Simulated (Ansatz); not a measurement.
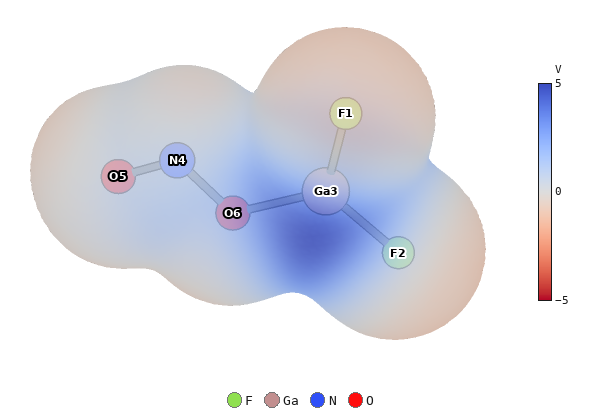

Figure 1: F2GaNO2 (SMILES O=N[O][Ga]([F])[F]). The molecular electrostatic potential painted on the density surface at 0.002 e/bohr³, seen at a tilt; the colour scale runs from red (negative) to blue (positive).

Geometry: PBE0-D3(BJ)/def2-SVP.

Computed with isolated molecule in a Gaussian basis; Kohn-Sham density functional theory, functional PBE0 in Ansatz.

```xyz
6

F    -1.2044    0.4857    2.9676
F     0.5562    2.2550    1.3390
Ga   -0.9777    1.4972    1.5843
N    -3.4744    1.1635    0.6347
O    -4.2676    1.3985   -0.1772
O    -2.2575    1.8179    0.3614
```

### Where is the surface potential most negative and most positive?

The most negative region (about −0.8 V) lies over F1 and F2, the most positive (about +4.8 V) over Ga3.

### How polar is the molecule by this calculation?

Its dipole moment is zero.
